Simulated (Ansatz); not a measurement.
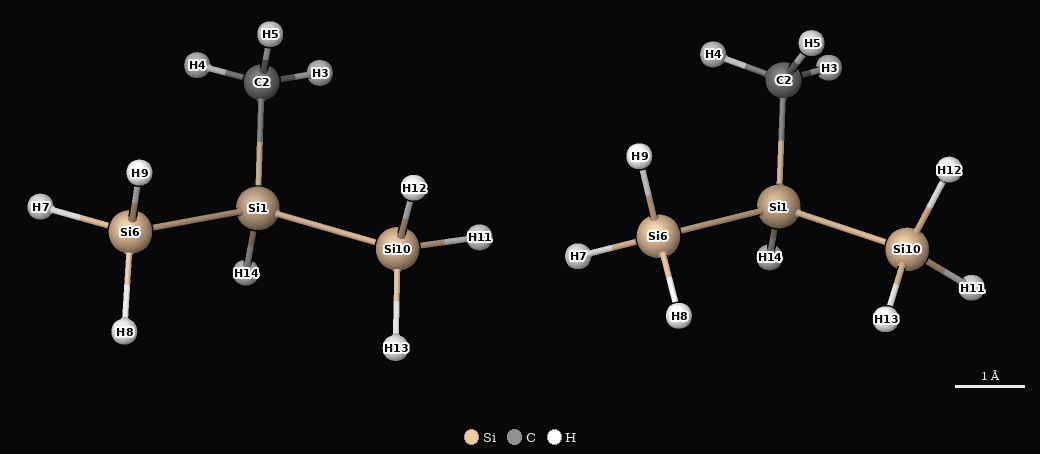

Two geometries of CH₁₀Si₃, drawn at one scale. One is the start of a relaxation, the other its converged end. A ball-and-stick model, seen at a tilt.

These are results of RKS PBE/6-31G in Ansatz 0.2.0, not measurements. Settings: no spin polarisation; force threshold 0.02 eV/Å; at most 40 steps.

Q: Which of the two is the end point?

A: The left one is the relaxed one. The run prepares the start of a later molecular dynamics calculation, from a guessed geometry. The largest move after the best rigid fit is that of H11, 0.84 Å. By element the largest moves are H 0.84 Å, C 0.27 Å, Si 0.21 Å. Near-neighbour distances that change, for instance: Si1–Si10 2.218 → 2.376 Å, Si1–C2 1.870 → 1.936 Å, Si10–H11 1.460 → 1.518 Å, C2–H3 1.110 → 1.102 Å. Groups turn about Si1–Si10 by about 35°, Si1–Si6 by about 30°. The energy falls by 15.3 kcal/mol in 13 geometry steps. The largest force component goes from 1.1 to 0.011 eV/Å. The forces were under the threshold at step 7, but the run went on from there. Cost: 47 s on 1 thread of Intel(R) Xeon(R) Platinum 8488C (Sapphire Rapids), with other jobs on the host, peak memory 0.14 GiB.

Limits of the set-up: the basis has no polarisation functions, which atoms past neon need.
